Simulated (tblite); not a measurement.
Run report: C6H9ClSi, geometry relaxation (part 3 of 4)

The same run, continued: C6H9ClSi; GFN2-xTB geometry optimisation, gas phase (tblite 0.8.0). It belongs to a series of runs on one base structure; here: H on Si replaced by propynyl.

Geometry of the input (Å):
```
C  -3.1893  1.3715  -0.6267
C  -2.2113  0.4324  -0.1230
C  -1.3826  -0.3504  0.3136
Si -0.1126  -1.5407  0.9617
C  1.5588  -1.3114  0.1460
C  2.2096  0.0231  0.3825
C  2.4493  0.9245  -0.5811
Cl 3.2128  2.4310  -0.2662
H  -2.7041  2.2367  -1.0818
H  -3.8483  1.7341  0.1844
H  -3.8338  0.9005  -1.3850
H  0.0359  -1.3784  2.4408
H  -0.5755  -2.9403  0.7429
H  2.2429  -2.0926  0.4956
H  1.4318  -1.4723  -0.9355
H  2.5212  0.2460  1.4182
H  2.1883  0.7984  -1.6172
```

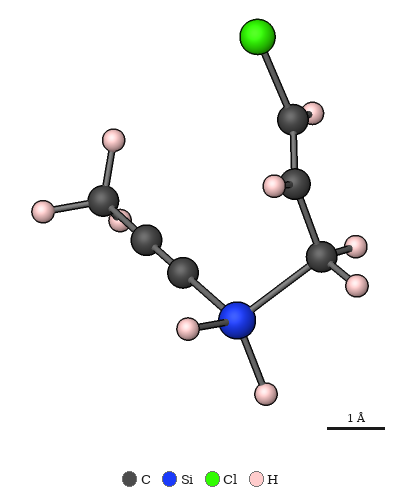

**Figure 1.** The geometry at step 63 of the log (ball-and-stick view, seen at a tilt).

Trajectory as extended XYZ, continued
```
17
Properties=species:S:1:pos:R:3:forces:R:3 step=49 energy=-642.80140
C    -3.1050    1.3787   -0.6384    0.0150  -0.0100   0.0070
C    -2.1286    0.4451   -0.1243    0.0030   0.0080   0.0010
C    -1.3080   -0.3285    0.3037    0.0040   0.0020   0.0070
Si   -0.1046   -1.5347    1.0037   -0.0030   0.0070  -0.0300
C     1.5797   -1.3574    0.0983   -0.0070  -0.0190  -0.0130
C     2.1699   -0.0242    0.3592    0.0160  -0.0470   0.0320
C     2.3010    0.9236   -0.5518   -0.0010  -0.0220  -0.0160
Cl    2.9438    2.4786   -0.1779    0.0230   0.0720  -0.0010
H    -2.6009    2.2354   -1.0864   -0.0120  -0.0140   0.0020
H    -3.7456    1.7282    0.1720    0.0180  -0.0030  -0.0120
H    -3.7251    0.8943   -1.3935    0.0240   0.0080   0.0080
H     0.1061   -1.2582    2.4300   -0.0250  -0.0130  -0.0010
H    -0.6055   -2.8973    0.7858    0.0100  -0.0140   0.0100
H     2.2537   -2.1308    0.4706   -0.0070   0.0130   0.0200
H     1.4588   -1.5182   -0.9720   -0.0300   0.0260  -0.0160
H     2.4775    0.1658    1.3778    0.0090   0.0210   0.0160
H     2.0257    0.8118   -1.5878   -0.0350  -0.0150  -0.0130
17
Properties=species:S:1:pos:R:3:forces:R:3 step=51 energy=-642.80270
C    -3.0814    1.3839   -0.6418    0.0140   0.0020  -0.0130
C    -2.1204    0.4397   -0.1204    0.0270   0.0050  -0.0020
C    -1.3019   -0.3391    0.3018   -0.0030   0.0030   0.0190
Si   -0.0999   -1.5420    1.0080   -0.0020  -0.0200   0.0000
C     1.5818   -1.3664    0.0958   -0.0170  -0.0020   0.0080
C     2.1621   -0.0290    0.3555    0.0440  -0.0070   0.0020
C     2.2612    0.9302   -0.5482   -0.0180  -0.0200  -0.0090
Cl    2.8963    2.4884   -0.1753    0.0260   0.0760   0.0160
H    -2.5615    2.2315   -1.0876    0.0040   0.0190   0.0030
H    -3.7254    1.7450    0.1601    0.0120  -0.0130  -0.0030
H    -3.6971    0.9086   -1.4051   -0.0090  -0.0140   0.0040
H     0.1066   -1.2581    2.4352   -0.0160  -0.0120  -0.0340
H    -0.5982   -2.9080    0.8053    0.0090  -0.0100   0.0010
H     2.2607   -2.1343    0.4701   -0.0130   0.0110   0.0080
H     1.4601   -1.5277   -0.9746   -0.0380   0.0180   0.0000
H     2.4929    0.1566    1.3674    0.0120   0.0110   0.0280
H     1.9573    0.8327   -1.5771   -0.0330  -0.0460  -0.0260
17
Properties=species:S:1:pos:R:3:forces:R:3 step=53 energy=-642.80367
C    -3.0713    1.3855   -0.6430    0.0090   0.0070  -0.0180
C    -2.1200    0.4350   -0.1163    0.0310   0.0090  -0.0130
C    -1.3029   -0.3470    0.3023   -0.0050  -0.0010   0.0220
Si   -0.1001   -1.5479    1.0091   -0.0040  -0.0220   0.0090
C     1.5806   -1.3668    0.0968   -0.0030   0.0310   0.0170
C     2.1623   -0.0288    0.3551    0.0270   0.0330  -0.0150
C     2.2456    0.9336   -0.5476    0.0000   0.0260   0.0030
Cl    2.8907    2.4944   -0.1821   -0.0130  -0.0080   0.0030
H    -2.5410    2.2275   -1.0863    0.0070   0.0320  -0.0010
H    -3.7176    1.7539    0.1535    0.0110  -0.0180   0.0050
H    -3.6854    0.9152   -1.4102   -0.0160  -0.0200   0.0030
H     0.0952   -1.2648    2.4377    0.0000  -0.0060  -0.0280
H    -0.5896   -2.9174    0.8101    0.0020  -0.0130  -0.0100
H     2.2609   -2.1325    0.4727   -0.0120   0.0020  -0.0110
H     1.4579   -1.5258   -0.9744   -0.0330   0.0040   0.0240
H     2.5057    0.1569    1.3632    0.0130  -0.0080   0.0090
H     1.9219    0.8409   -1.5717   -0.0130  -0.0470   0.0020
17
Properties=species:S:1:pos:R:3:forces:R:3 step=55 energy=-642.80455
C    -3.0651    1.3867   -0.6448    0.0090   0.0020  -0.0070
C    -2.1155    0.4352   -0.1156    0.0170   0.0120  -0.0230
C    -1.3017   -0.3495    0.3044   -0.0120  -0.0020   0.0120
Si   -0.1004   -1.5528    1.0093   -0.0090  -0.0010  -0.0040
C     1.5799   -1.3650    0.0981    0.0080   0.0350   0.0110
C     2.1656   -0.0275    0.3553   -0.0140   0.0420  -0.0120
C     2.2382    0.9366   -0.5472    0.0080   0.0150   0.0180
Cl    2.8861    2.4996   -0.1860   -0.0380  -0.0590  -0.0170
H    -2.5323    2.2288   -1.0861   -0.0080   0.0140  -0.0060
H    -3.7125    1.7559    0.1506    0.0160  -0.0180   0.0030
H    -3.6801    0.9155   -1.4116    0.0050  -0.0040   0.0070
H     0.0880   -1.2686    2.4361    0.0130  -0.0010   0.0150
H    -0.5854   -2.9238    0.8129   -0.0010  -0.0160  -0.0200
H     2.2592   -2.1326    0.4720   -0.0040   0.0050  -0.0190
H     1.4528   -1.5227   -0.9731   -0.0180   0.0050   0.0300
H     2.5123    0.1569    1.3633    0.0180  -0.0120  -0.0220
H     1.9039    0.8392   -1.5687    0.0110  -0.0180   0.0340
17
Properties=species:S:1:pos:R:3:forces:R:3 step=57 energy=-642.80558
C    -3.0456    1.3915   -0.6501    0.0090   0.0010   0.0030
C    -2.1001    0.4374   -0.1175    0.0060   0.0090  -0.0270
C    -1.2946   -0.3536    0.3065   -0.0180   0.0000  -0.0020
Si   -0.0969   -1.5599    1.0117   -0.0070   0.0120   0.0000
C     1.5816   -1.3678    0.0975   -0.0080   0.0020   0.0040
C     2.1639   -0.0287    0.3528   -0.0420   0.0090   0.0120
C     2.2102    0.9424   -0.5440   -0.0120  -0.0390   0.0200
Cl    2.8430    2.5084   -0.1814   -0.0200  -0.0210  -0.0260
H    -2.5094    2.2334   -1.0887   -0.0220  -0.0060  -0.0090
H    -3.6947    1.7614    0.1439    0.0190  -0.0150   0.0030
H    -3.6609    0.9198   -1.4170    0.0210   0.0120   0.0060
H     0.0908   -1.2668    2.4353    0.0210  -0.0020   0.0470
H    -0.5823   -2.9324    0.8267    0.0030  -0.0090  -0.0310
H     2.2628   -2.1357    0.4666    0.0020   0.0120  -0.0150
H     1.4455   -1.5271   -0.9720   -0.0030   0.0140   0.0120
H     2.5222    0.1484    1.3581    0.0280   0.0090  -0.0320
H     1.8573    0.8412   -1.5592    0.0230   0.0120   0.0340
17
Properties=species:S:1:pos:R:3:forces:R:3 step=59 energy=-642.80674
C    -3.0115    1.3996   -0.6585    0.0050   0.0040  -0.0010
C    -2.0788    0.4367   -0.1210    0.0140  -0.0050  -0.0160
C    -1.2872   -0.3649    0.3092   -0.0130   0.0000  -0.0070
Si   -0.0915   -1.5704    1.0183   -0.0030   0.0030   0.0350
C     1.5829   -1.3755    0.0967   -0.0330  -0.0300   0.0030
C     2.1546   -0.0324    0.3475   -0.0290  -0.0120   0.0240
C     2.1574    0.9501   -0.5376   -0.0290  -0.0630   0.0220
Cl    2.7692    2.5205   -0.1736    0.0100   0.0370  -0.0170
H    -2.4646    2.2367   -1.0926   -0.0200   0.0000  -0.0130
H    -3.6625    1.7743    0.1311    0.0120  -0.0070   0.0130
H    -3.6258    0.9338   -1.4292    0.0120   0.0100  -0.0080
H     0.1005   -1.2634    2.4395    0.0180  -0.0120   0.0300
H    -0.5757   -2.9462    0.8471    0.0100   0.0120  -0.0330
H     2.2718   -2.1383    0.4612    0.0010   0.0040  -0.0090
H     1.4376   -1.5378   -0.9703    0.0010   0.0150  -0.0180
H     2.5431    0.1345    1.3424    0.0320   0.0360  -0.0070
H     1.7735    0.8547   -1.5410    0.0120   0.0080   0.0020
17
Properties=species:S:1:pos:R:3:forces:R:3 step=61 energy=-642.80712
C    -2.9467    1.4147   -0.6746    0.0110  -0.0040  -0.0060
C    -2.0430    0.4302   -0.1273    0.0380  -0.0370   0.0150
C    -1.2802   -0.3924    0.3160   -0.0200   0.0260  -0.0210
Si   -0.0849   -1.5930    1.0348   -0.0060  -0.0070   0.0620
C     1.5806   -1.3895    0.0983   -0.0240  -0.0150  -0.0030
C     2.1360   -0.0386    0.3395    0.0130   0.1530  -0.0740
C     2.0549    0.9635   -0.5244   -0.0200  -0.1530   0.1030
Cl    2.6448    2.5450   -0.1687    0.0170   0.0150   0.0010
H    -2.3744    2.2397   -1.0988   -0.0220   0.0060  -0.0090
H    -3.6009    1.8012    0.1062    0.0100   0.0000   0.0220
H    -3.5594    0.9645   -1.4548   -0.0020   0.0040  -0.0270
H     0.1126   -1.2646    2.4524    0.0110  -0.0310  -0.0020
H    -0.5566   -2.9762    0.8774    0.0100   0.0430  -0.0260
H     2.2858   -2.1396    0.4553   -0.0100  -0.0210  -0.0120
H     1.4223   -1.5533   -0.9662   -0.0040   0.0000  -0.0280
H     2.5933    0.1153    1.3086   -0.0170   0.0560  -0.0510
H     1.6087    0.8852   -1.5045    0.0150  -0.0350   0.0570
17
Properties=species:S:1:pos:R:3:forces:R:3 step=63 energy=-642.80866
C    -2.9649    1.4099   -0.6703   -0.0030  -0.0050  -0.0040
C    -2.0523    0.4318   -0.1273    0.0070  -0.0090   0.0030
C    -1.2862   -0.3870    0.3161    0.0170  -0.0110   0.0000
Si   -0.0899   -1.5882    1.0326    0.0000   0.0040   0.0290
C     1.5773   -1.3815    0.1008   -0.0070  -0.0090   0.0020
C     2.1413   -0.0339    0.3447    0.0060  -0.0360   0.0360
C     2.0858    0.9577   -0.5263   -0.0070   0.0470  -0.0250
Cl    2.6906    2.5365   -0.1791    0.0080   0.0070  -0.0030
H    -2.4021    2.2393   -1.0976   -0.0110   0.0140  -0.0130
H    -3.6170    1.7912    0.1149    0.0070   0.0000   0.0140
H    -3.5781    0.9549   -1.4474   -0.0040   0.0070  -0.0220
H     0.1025   -1.2704    2.4520    0.0130  -0.0250   0.0170
H    -0.5573   -2.9701    0.8597    0.0010   0.0280  -0.0200
H     2.2792   -2.1355    0.4564   -0.0070  -0.0240  -0.0100
H     1.4217   -1.5410   -0.9653   -0.0040   0.0000  -0.0110
H     2.5866    0.1268    1.3157    0.0030   0.0270   0.0310
H     1.6558    0.8715   -1.5104   -0.0200  -0.0140  -0.0250
17
Properties=species:S:1:pos:R:3:forces:R:3 step=65 energy=-642.80934
C    -2.9567    1.4114   -0.6732    0.0040  -0.0060  -0.0010
C    -2.0439    0.4321   -0.1304   -0.0080   0.0000   0.0000
C    -1.2851   -0.3906    0.3183    0.0090   0.0040  -0.0030
Si   -0.0908   -1.5919    1.0382    0.0140   0.0140  -0.0050
C     1.5741   -1.3808    0.1030    0.0210   0.0080   0.0020
C     2.1400   -0.0329    0.3482    0.0120   0.0050  -0.0080
C     2.0741    0.9592   -0.5233   -0.0010   0.0050  -0.0150
Cl    2.6806    2.5403   -0.1857   -0.0020  -0.0170  -0.0040
H    -2.3963    2.2430   -1.1006   -0.0090  -0.0070  -0.0010
H    -3.6076    1.7909    0.1147    0.0090  -0.0050  -0.0060
H    -3.5702    0.9570   -1.4512    0.0020   0.0120  -0.0020
H     0.1011   -1.2771    2.4574    0.0120  -0.0240   0.0290
H    -0.5527   -2.9738    0.8565   -0.0100   0.0170  -0.0110
H     2.2768   -2.1373    0.4519   -0.0050  -0.0120  -0.0030
H     1.4153   -1.5367   -0.9640   -0.0050   0.0100   0.0180
H     2.5974    0.1308    1.3144   -0.0290  -0.0020   0.0010
H     1.6368    0.8685   -1.5050   -0.0120  -0.0010   0.0120
17
Properties=species:S:1:pos:R:3:forces:R:3 step=67 energy=-642.80972
C    -2.9631    1.4095   -0.6722    0.0050   0.0010  -0.0050
C    -2.0447    0.4344   -0.1315   -0.0030  -0.0010  -0.0050
C    -1.2830   -0.3860    0.3168    0.0040   0.0150   0.0020
Si   -0.0899   -1.5873    1.0386    0.0160   0.0070   0.0010
C     1.5751   -1.3795    0.1029    0.0090   0.0010   0.0100
C     2.1418   -0.0326    0.3506    0.0160   0.0030  -0.0110
C     2.0846    0.9569   -0.5248   -0.0070  -0.0220  -0.0070
Cl    2.6894    2.5369   -0.1857    0.0020   0.0060  -0.0080
H    -2.4110    2.2451   -1.1024    0.0090  -0.0080   0.0070
H    -3.6120    1.7854    0.1190   -0.0020  -0.0050  -0.0100
H    -3.5765    0.9536   -1.4494   -0.0060   0.0020   0.0060
H     0.1043   -1.2797    2.4601    0.0060  -0.0210   0.0070
H    -0.5567   -2.9665    0.8508   -0.0100   0.0080  -0.0070
H     2.2751   -2.1401    0.4486    0.0020  -0.0010   0.0070
H     1.4150   -1.5337   -0.9640   -0.0040   0.0160   0.0120
H     2.5896    0.1343    1.3211   -0.0290  -0.0100  -0.0110
H     1.6550    0.8613   -1.5096   -0.0070   0.0100   0.0120
17
Properties=species:S:1:pos:R:3:forces:R:3 step=69 energy=-642.81013
C    -2.9509    1.4114   -0.6759   -0.0010   0.0010  -0.0040
C    -2.0371    0.4330   -0.1335    0.0110  -0.0080  -0.0030
C    -1.2793   -0.3893    0.3180    0.0070   0.0220   0.0100
Si   -0.0863   -1.5889    1.0439   -0.0030  -0.0020   0.0090
C     1.5764   -1.3810    0.1047   -0.0110  -0.0050   0.0040
C     2.1406   -0.0333    0.3488   -0.0020   0.0110  -0.0080
C     2.0660    0.9581   -0.5232    0.0010  -0.0180   0.0110
Cl    2.6674    2.5400   -0.1872    0.0020   0.0120  -0.0070
H    -2.3968    2.2460   -1.1045    0.0250  -0.0010   0.0070
H    -3.5992    1.7881    0.1147   -0.0140   0.0010  -0.0010
H    -3.5646    0.9599   -1.4549   -0.0120  -0.0120   0.0010
H     0.1084   -1.2866    2.4674    0.0020  -0.0190  -0.0160
H    -0.5549   -2.9672    0.8516   -0.0080   0.0090  -0.0020
H     2.2773   -2.1424    0.4459    0.0070   0.0050   0.0060
H     1.4094   -1.5323   -0.9611   -0.0010  -0.0020  -0.0060
H     2.5941    0.1326    1.3161   -0.0040   0.0030  -0.0050
H     1.6225    0.8641   -1.5017    0.0000   0.0020   0.0050
17
Properties=species:S:1:pos:R:3:forces:R:3 step=70 energy=-642.81023
C    -2.9448    1.4124   -0.6777   -0.0020  -0.0010  -0.0020
C    -2.0339    0.4319   -0.1343    0.0070  -0.0030  -0.0030
C    -1.2783   -0.3914    0.3193    0.0100   0.0200   0.0110
Si   -0.0854   -1.5907    1.0460   -0.0090  -0.0020   0.0030
C     1.5762   -1.3818    0.1055   -0.0110  -0.0030  -0.0020
C     2.1398   -0.0336    0.3475   -0.0110   0.0110  -0.0020
C     2.0567    0.9592   -0.5221    0.0050  -0.0060   0.0100
Cl    2.6577    2.5422   -0.1884   -0.0010   0.0050  -0.0050
H    -2.3875    2.2459   -1.1047    0.0200  -0.0040   0.0060
H    -3.5937    1.7903    0.1121   -0.0100   0.0020  -0.0020
H    -3.5591    0.9628   -1.4574   -0.0060  -0.0110   0.0010
H     0.1092   -1.2895    2.4694    0.0030  -0.0160  -0.0110
H    -0.5533   -2.9690    0.8528   -0.0080   0.0080  -0.0010
H     2.2781   -2.1428    0.4461    0.0070   0.0080   0.0010
H     1.4073   -1.5322   -0.9600    0.0000  -0.0110  -0.0080
H     2.5977    0.1315    1.3126    0.0050   0.0080   0.0010
H     1.6062    0.8668   -1.4975    0.0010  -0.0030   0.0020
17
Properties=species:S:1:pos:R:3:forces:R:3 step=72 energy=-642.81038
C    -2.9388    1.4134   -0.6797   -0.0020  -0.0030   0.0020
C    -2.0303    0.4308   -0.1355   -0.0090   0.0090   0.0000
C    -1.2762   -0.3919    0.3216    0.0130   0.0120   0.0120
Si   -0.0849   -1.5925    1.0482   -0.0070   0.0000  -0.0110
C     1.5756   -1.3828    0.1062    0.0000   0.0040  -0.0090
C     2.1385   -0.0336    0.3463   -0.0150  -0.0070   0.0180
C     2.0477    0.9602   -0.5207    0.0030   0.0210  -0.0080
Cl    2.6476    2.5449   -0.1902   -0.0030  -0.0070  -0.0010
H    -2.3771    2.2455   -1.1045    0.0020  -0.0110   0.0030
H    -3.5887    1.7923    0.1092    0.0020   0.0000  -0.0060
H    -3.5541    0.9651   -1.4598    0.0080  -0.0020   0.0010
H     0.1107   -1.2938    2.4709    0.0050  -0.0110   0.0060
H    -0.5526   -2.9703    0.8540   -0.0120   0.0000  -0.0030
H     2.2788   -2.1428    0.4463    0.0020   0.0120  -0.0060
H     1.4052   -1.5327   -0.9594    0.0010  -0.0180  -0.0020
H     2.6014    0.1309    1.3090    0.0100   0.0090   0.0050
H     1.5902    0.8693   -1.4929    0.0010  -0.0080  -0.0010
17
Properties=species:S:1:pos:R:3:forces:R:3 step=74 energy=-642.81061
C    -2.9345    1.4137   -0.6816    0.0010  -0.0040   0.0030
C    -2.0263    0.4311   -0.1374   -0.0180   0.0120   0.0130
C    -1.2711   -0.3875    0.3248    0.0090   0.0020   0.0110
Si   -0.0841   -1.5927    1.0500    0.0050  -0.0030  -0.0150
C     1.5751   -1.3837    0.1061    0.0090   0.0090  -0.0060
C     2.1359   -0.0333    0.3467   -0.0040  -0.0160   0.0180
C     2.0412    0.9605   -0.5196   -0.0090   0.0250  -0.0180
Cl    2.6375    2.5468   -0.1913    0.0000  -0.0050   0.0010
H    -2.3695    2.2447   -1.1044   -0.0160  -0.0090  -0.0050
H    -3.5853    1.7926    0.1068    0.0100   0.0010  -0.0070
H    -3.5504    0.9654   -1.4614    0.0180   0.0060  -0.0030
H     0.1149   -1.3010    2.4731    0.0040  -0.0020   0.0150
H    -0.5556   -2.9680    0.8538   -0.0170  -0.0140  -0.0070
H     2.2807   -2.1424    0.4446   -0.0040   0.0120  -0.0030
H     1.4031   -1.5347   -0.9594    0.0050  -0.0080   0.0060
H     2.6023    0.1316    1.3079    0.0030   0.0020  -0.0040
H     1.5792    0.8688   -1.4897    0.0050  -0.0080  -0.0010
```
